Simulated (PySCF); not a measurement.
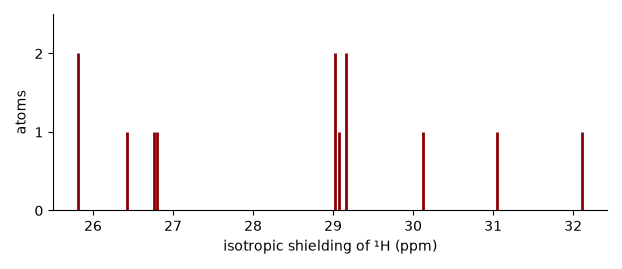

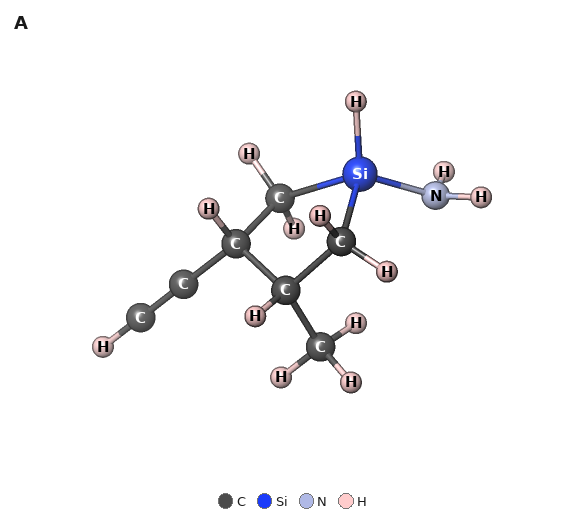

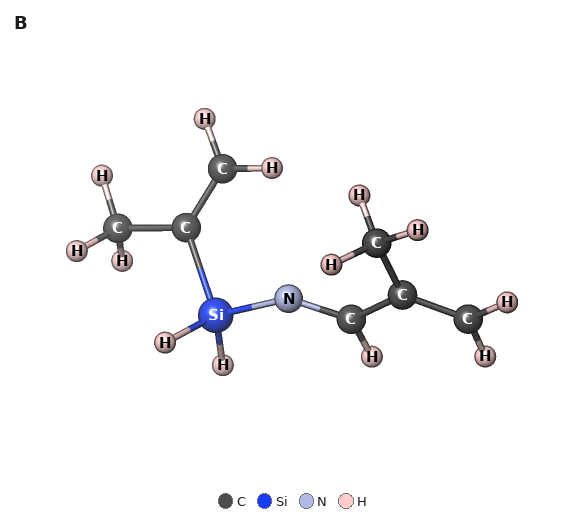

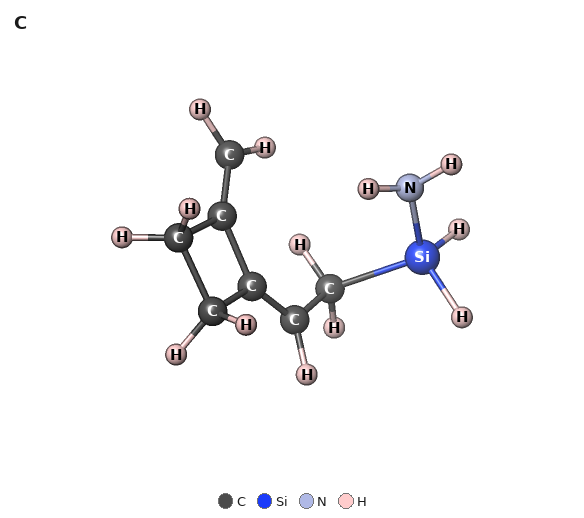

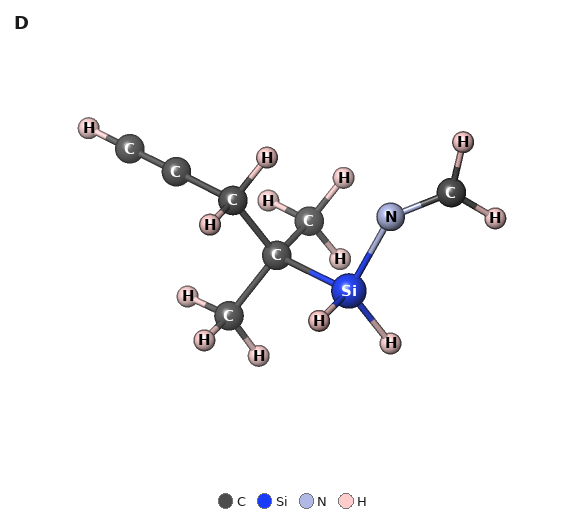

The sticks are computed shieldings of one of the molecules, for one fixed geometry (GFN2-xTB) without averaging over rotations. Low shielding means a high chemical shift. Method: GIAO PBE0/pcSseg-1 NMR shielding, non-relativistic, gas phase (PySCF 2.14.0).

> Which molecule gives this pattern?

C, `C=C1CC/C1=C/C[SiH2]N`. Its 13 H atoms give lines at 25.82 (2 atoms), 26.42, 26.76, 26.81, 29.03 (2 atoms), 29.08, 29.17 (2 atoms), 30.12, 31.05, 32.11 ppm.

The geometry is semi-empirical. Around Si such bond lengths and angles can be off by a tenth of an ångström or more and by several degrees, and values that hang on the shape move with them.
